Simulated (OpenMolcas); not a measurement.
# A workflow on Si2NH6Cl (SMILES N[SiH]([SiH3])Cl)

Wanted: a single-point energy (HF/ANO-R0), then a single-point energy (CASSCF(2,2)/ANO-R1), then the energy along one coordinate (CASPT2(2,2)/ANO-R1), then the energy along one coordinate (SC-NEVPT2(2,2)/ANO-R1), then the energy along one coordinate (MC-PDFT[tPBE](2,2)/ANO-R1) of Si2NH6Cl. 

The results are computed with OpenMolcas 26.06.

## Step 1: Starting point

The species is Si2NH6Cl (10 atoms), meant as a singlet with charge 0. SMILES: `N[SiH]([SiH3])Cl`. The coordinates come from a PBE0-D4/def2-TZVP relaxation. This is one conformer, not always the lowest.

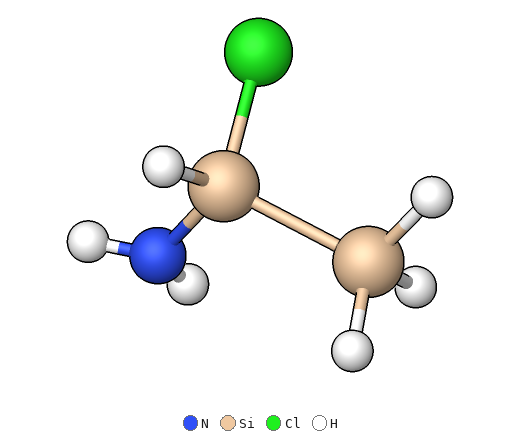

The structure, seen from a chosen angle (nitrogen blue, silicon light orange, chlorine green, hydrogen white).

## Step 2: The energy at HF/ANO-R0 (sfX2C) (run 1)

geom.xyz reads:

```xyz
10

N     -0.500400     1.640400    -0.476600
Si    -0.088700     0.024400    -0.834700
Si     0.678000    -1.030800     1.103600
Cl    -1.669600    -1.135800    -1.538400
H     -1.066800     1.857300     0.327900
H     -0.657600     2.302300    -1.220500
H      0.889100     0.060000    -1.948200
H      0.872200    -2.482600     0.855100
H     -0.336100    -0.853800     2.179500
H      1.962900    -0.432600     1.555400
```

step1.inp reads:

```
&GATEWAY
 Coord=geom.xyz
 Basis=ANO-R0
 Group=NoSym

&SEWARD

&SCF
 PrOrbitals=0

&LOCALISATION
 Occupied
 Freeze
 Pipek-Mezey

&LOCALISATION
 FileOrb=$Project.LocOrb
 Virtual
 Pipek-Mezey
```

Run with:

```bash
$ export MOLCAS_MEM=1860
$ pymolcas step1.inp > step1.log
```

Standard output:

```text
--- Start Module: gateway ---
[...]
--- Stop Module: gateway /rc=_RC_ALL_IS_WELL_ ---
[...]
      Basis functions           38
[...]
       Convergence after  11 Iterations
[...]
::    Total SCF energy                              -1097.2791644779
[...]
      Total spin, S                                     0.0000000000
[...]
      Total electronic charge=   58.000000
      Total            charge=   -0.000000
[...]
      Dipole Moment (debye):
      Origin of the operator (angstrom)=   -0.4256   -0.4005   -0.4612
                   X= -1.0771E+00               Y=  2.4482E+00               Z= -2.7800E-01           Total=  2.6891E+00
      Quadrupole Moment (debye*angstrom):
[...]
--- Start Module: localisation ---
[...]
--- Stop Module: localisation /rc=_RC_ALL_IS_WELL_ ---
--- Start Module: localisation ---
[...]
--- Stop Module: localisation /rc=_RC_ALL_IS_WELL_ ---
[...]
```

It took 2.4 s on 1 thread of Intel Xeon 6975P-C (Granite Rapids), shared host; peak memory 0.38 GiB.

## Step 3: The energy at CASSCF(2,2)/ANO-R1 (sfX2C, RICD fitting) (run 2)

geom.xyz is that of step 2.

step2.inp reads:

```
>>> EXPORT MOLCAS_PRINT=2

&GATEWAY
 Coord=geom.xyz
 Basis=ANO-R0
 Group=NoSym

&SEWARD

&RASSCF
 FileOrb=$CurrDir/step1.LocOrb
 Alter=2
 1 26 29
 1 30 33
 Spin=1
 Nactel=2 0 0
 Inactive=28
 Ras2=2
 OrbListing=Nothing
>>> COPY $Project.RunFile RUNFIL1
>>> COPY $Project.RasOrb INPORB

&GATEWAY
 Coord=geom.xyz
 Basis=ANO-R1
 Group=NoSym
 RICD

&SEWARD
>>> COPY $Project.RunFile RUNFIL2

&EXPBAS

&RASSCF
 FileOrb=$Project.ExpOrb
 Spin=1
 Nactel=2 0 0
 Inactive=28
 Ras2=2
 OrbListing=Nothing
 OrbAppear=Compact
```

Run with:

```bash
$ export MOLCAS_MEM=1860
$ pymolcas step2.inp > step2.log
```

Standard output:

```text
--- Start Module: gateway ---
[...]
      Basis functions           38
[...]
      Number of active orbitals                  2
[...]
      Spin quantum number                      0.0
[...]
      Active orbitals                            2
[...]
      Number of CSFs                             3
[...]
      Number of root(s) required                 1
[...]
      Convergence after 11 iterations
[...]
      printout of CI-coefficients larger than  0.05 for root  1
      energy=   -1097.286422
      conf/sym  11     Coeff  Weight
             1  20   0.99544 0.99089
             3  02  -0.09542 0.00911
      Natural orbitals and occupation numbers for root  1
      sym 1:   1.981790   0.018210
      ************************************************************************************************************************
      *                                                    Final results                                                     *
[...]
::    RASSCF root number  1 Total energy:  -1097.28642222
[...]
      Basis functions           98
[...]
      Convergence after 19 iterations
[...]
      Natural orbitals and occupation numbers for root  1
      sym 1:   1.984976   0.015024
      ************************************************************************************************************************
      *                                                    Final results                                                     *
[...]
::    RASSCF root number  1 Total energy:  -1098.09923342
[...]
      Total electronic charge=   58.000000
      Total            charge=   -0.000000
[...]
      Dipole Moment (debye):
      Origin of the operator (angstrom)=   -0.4256   -0.4005   -0.4612
                   X=  3.5848E-01               Y=  1.8808E+00               Z=  5.6767E-01           Total=  1.9970E+00
      Quadrupole Moment (debye*angstrom):
[...]
```

Wall time 9.6 s (1 thread of Intel Xeon 6975P-C (Granite Rapids), shared host); peak memory 0.38 GiB.

## Step 4: An energy scan at CASPT2(2,2)/ANO-R1 (sfX2C, RICD fitting, ipea shift 0.25 Eh, pt2 variant SS) (run 3)

step3.input reads:

```
* ClH6NSi2 CASPT2
>>> COPY $CurrDir/step2.RasOrb $Project.RasOrb
>>> ForEach K in (1, 2, 3, 4, 5, 6, 7, 8, 9)

&GATEWAY
 Coord=$CurrDir/point$K.xyz
 Basis=ANO-R1
 Group=NoSym
 RICD

&SEWARD

&RASSCF
 FileOrb=$Project.RasOrb
 Spin=1
 Nactel=2 0 0
 Inactive=28
 Ras2=2
 OrbListing=Nothing
 OrbAppear=Compact

&CASPT2
 Imaginary=0.2
 Frozen=16
>>> EndDo
```

Run with:

```bash
$ export MOLCAS_MEM=1860
$ pymolcas step3.input > step3.log
```

Standard output:

```text
[...]
      Basis functions           98
[...]
      Number of active orbitals                  2
[...]
      Spin quantum number                      0.0
[...]
      Active orbitals                            2
[...]
      Number of CSFs                             3
[...]
      Number of root(s) required                 1
[...]
      Convergence after 35 iterations
[...]
      printout of CI-coefficients larger than  0.05 for root  1
      energy=   -1098.076331
      conf/sym  11     Coeff  Weight
             1  20   0.99636 0.99274
             3  02  -0.08520 0.00726
      Natural orbitals and occupation numbers for root  1
      sym 1:   1.985483   0.014517
      ************************************************************************************************************************
      *                                                    Final results                                                     *
[...]
::    RASSCF root number  1 Total energy:  -1098.07633129
[...]
::    CASPT2 Root  1     Total energy:  -1098.58189464
[...]
      Convergence after 19 iterations
[...]
      Natural orbitals and occupation numbers for root  1
      sym 1:   1.984988   0.015012
      ************************************************************************************************************************
      *                                                    Final results                                                     *
[...]
      Convergence after  8 iterations
[...]
      Convergence after  9 iterations
[...]
      Convergence after  7 iterations
[...]
::    RASSCF root number  1 Total energy:  -1097.99654978
[...]
::    CASPT2 Root  1     Total energy:  -1098.48541126
[...]
      Convergence after  5 iterations
[...]
::    RASSCF root number  1 Total energy:  -1097.99624123
[...]
      Reference weight:           0.84094
[...]
::    CASPT2 Root  1     Total energy:  -1098.48490537
[...]
```

Wall time 60 s (1 thread of Intel Xeon 6975P-C (Granite Rapids), shared host); peak memory 0.091 GiB.

The scan, from its lowest point:

```tsv
Si3–Si2 (Å)	energy (kJ/mol)
2.103	50.7
2.336	0.0
2.570	15.0
2.920	82.5
3.388	179.3
3.972	258.2
4.673	294.4
5.607	304.0
7.009	305.3
```

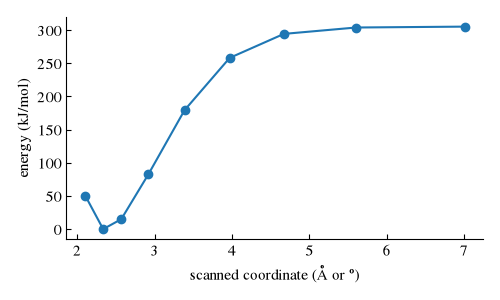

Energy along the scan.

## Step 5: The energy along one coordinate at SC-NEVPT2(2,2)/ANO-R1 (sfX2C, RICD fitting, pt2 variant SC-NEVPT2) (run 4)

step4.inp reads:

```
* ClH6NSi2 NEVPT2
>>> EXPORT MOLCAS_PRINT=2
>>> COPY $CurrDir/step2.RasOrb $Project.RasOrb
>>> ForEach K in (1, 2, 3, 4, 5, 6, 7, 8, 9)
&GATEWAY
Coord = $CurrDir/point$K.xyz
Basis = ANO-R1
Group = NoSym
RICD
&SEWARD
&RASSCF
FileOrb = $Project.RasOrb
Spin = 1
Nactel = 2 0 0
Inactive = 28
Ras2 = 2
OrbListing = Nothing
OrbAppear = Compact
&CASPT2
SC-NEVPT2
Frozen = 16
>>> EndDo
```

Run with:

```bash
$ export MOLCAS_MEM=1860
$ pymolcas step4.inp > step4.log
```

Standard output:

```text
--- Start Module: gateway ---
[...]
      Basis functions           98
[...]
      Number of active orbitals                  2
[...]
      Spin quantum number                      0.0
[...]
      Active orbitals                            2
[...]
      Number of CSFs                             3
[...]
      Number of root(s) required                 1
[...]
      Convergence after 35 iterations
[...]
      printout of CI-coefficients larger than  0.05 for root  1
      energy=   -1098.076331
      conf/sym  11     Coeff  Weight
             1  20   0.99636 0.99274
             3  02  -0.08520 0.00726
      Natural orbitals and occupation numbers for root  1
      sym 1:   1.985483   0.014517
      ************************************************************************************************************************
      *                                                    Final results                                                     *
[...]
::    RASSCF root number  1 Total energy:  -1098.07633129
[...]
::    SC-NEVPT2 Root  1     Total energy:  -1098.57822839
[...]
      Convergence after 19 iterations
[...]
      Natural orbitals and occupation numbers for root  1
      sym 1:   1.984988   0.015012
      ************************************************************************************************************************
      *                                                    Final results                                                     *
[...]
      Convergence after  8 iterations
[...]
      Convergence after  9 iterations
[...]
      Convergence after  7 iterations
[...]
::    RASSCF root number  1 Total energy:  -1097.99654978
[...]
::    SC-NEVPT2 Root  1     Total energy:  -1098.48304862
[...]
      Convergence after  5 iterations
[...]
::    RASSCF root number  1 Total energy:  -1097.99624123
[...]
::    SC-NEVPT2 Root  1     Total energy:  -1098.48255195
[...]
```

It took 59 s on 1 thread of Intel Xeon 6975P-C (Granite Rapids), shared host; peak memory 0.09 GiB.

The scan, from its lowest point:

```tsv
Si3–Si2 (Å)	energy (kJ/mol)
2.103	47.7
2.336	0.0
2.570	12.9
2.920	78.6
3.388	174.8
3.972	253.8
4.673	288.7
5.607	297.6
7.009	298.9
```

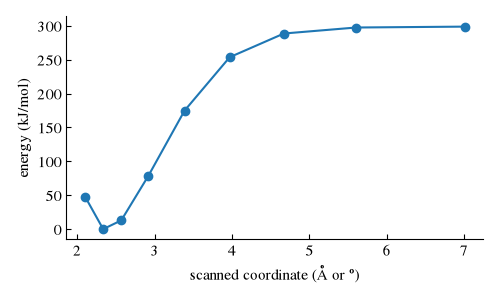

Energy along the scan.

## Step 6: The energy along one coordinate at MC-PDFT[tPBE](2,2)/ANO-R1 (sfX2C, RICD fitting) (run 5)

step5.input reads:

```
>>> COPY $CurrDir/step2.RasOrb $Project.RasOrb
>>> ForEach K in (1, 2, 3, 4, 5, 6, 7, 8, 9)

&GATEWAY
  COORD=$CurrDir/point$K.xyz
  BASIS=ANO-R1
  GROUP=NoSym
  RICD

&SEWARD

&RASSCF
  FILEORB=$Project.RasOrb
  SPIN=1
  NACTEL=2 0 0
  INACTIVE=28
  RAS2=2
  ORBLISTING=Nothing
  ORBAPPEAR=Compact

&MCPDFT
  KSDFT=T:PBE
>>> EndDo
```

Run with:

```bash
$ export MOLCAS_MEM=1860
$ pymolcas step5.input > step5.log
```

Standard output:

```text
--- Start Module: gateway ---
[...]
      Basis functions           98
[...]
      Number of active orbitals                  2
[...]
      Spin quantum number                      0.0
[...]
      Active orbitals                            2
[...]
      Number of CSFs                             3
[...]
      Number of root(s) required                 1
[...]
      Convergence after 35 iterations
[...]
      printout of CI-coefficients larger than  0.05 for root  1
      energy=   -1098.076331
      conf/sym  11     Coeff  Weight
             1  20   0.99636 0.99274
             3  02  -0.08520 0.00726
      Natural orbitals and occupation numbers for root  1
      sym 1:   1.985483   0.014517
      ************************************************************************************************************************
      *                                                    Final results                                                     *
[...]
::    RASSCF root number  1 Total energy:  -1098.07633129
[...]
::    MCPDFT root number  1 Total energy:  -1099.73148313
[...]
      Convergence after 19 iterations
[...]
      Natural orbitals and occupation numbers for root  1
      sym 1:   1.984988   0.015012
      ************************************************************************************************************************
      *                                                    Final results                                                     *
[...]
      Convergence after  8 iterations
[...]
      Convergence after  9 iterations
[...]
      Convergence after  7 iterations
[...]
::    RASSCF root number  1 Total energy:  -1097.99654978
[...]
::    MCPDFT root number  1 Total energy:  -1099.62166579
[...]
      Convergence after  5 iterations
[...]
::    RASSCF root number  1 Total energy:  -1097.99624123
[...]
::    MCPDFT root number  1 Total energy:  -1099.62144961
[...]
```

It took 64 s on 1 thread of Intel Xeon 6975P-C (Granite Rapids), shared host; peak memory 0.09 GiB.

The scan, from its lowest point:

```tsv
Si3–Si2 (Å)	energy (kJ/mol)
2.103	43.8
2.336	0.0
2.570	18.1
2.920	87.9
3.388	190.8
3.972	281.3
4.673	323.1
5.607	332.1
7.009	332.6
```

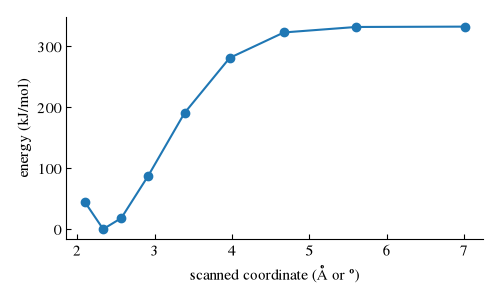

Energy along the scan.

## Step 7: Outcome

| quantity | value |
| --- | --- |
| run 1, HF/ANO-R0: total energy | -1097.27916 Eh |
| run 1, HF/ANO-R0: dipole moment | 2.69 D |
| run 1, HF/ANO-R0: HOMO energy | -11.30 eV |
| run 1, HF/ANO-R0: LUMO energy | 2.69 eV |
| run 1, HF/ANO-R0: HOMO–LUMO gap | 14.00 eV |
| run 2, CASSCF(2,2)/ANO-R1: total energy | -1098.09923 Eh |
| run 2, CASSCF(2,2)/ANO-R1: dipole moment (CASSCF density) | 2.00 D |
| run 3, CASPT2(2,2)/ANO-R1: lowest energy of the scan | -1098.60120 Eh |
| run 4, SC-NEVPT2(2,2)/ANO-R1: lowest energy of the scan | -1098.59640 Eh |
| run 5, MC-PDFT[tPBE](2,2)/ANO-R1: lowest energy of the scan | -1099.74815 Eh |

What this shows: Mulliken charges (run 1, HF/ANO-R0) run from -0.75 on N1 to +0.54 on Si2; they depend strongly on the basis. Mulliken charges (run 2, CASSCF(2,2)/ANO-R1) run from -0.51 on N1 to +0.32 on Si2; they depend strongly on the basis.
